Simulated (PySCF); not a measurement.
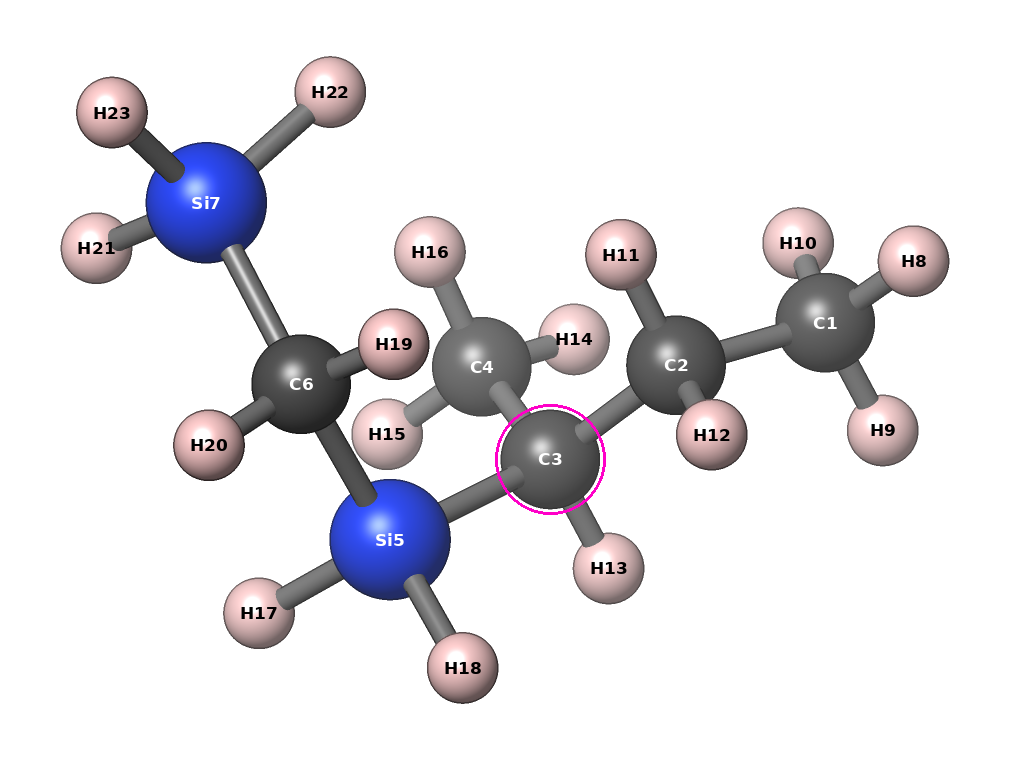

Depth is shown by fading: the farther an atom, the more it takes the colour of the background. Circles mark the stereogenic atoms. Computed geometry: PBE0-D3(BJ)/def2-SVP optimisation. No frequency run is at hand to confirm it as a minimum.

What are the Cahn–Ingold–Prelog descriptors?

Answer. C3: S (priorities Si5 > C2 > C4 > H13).
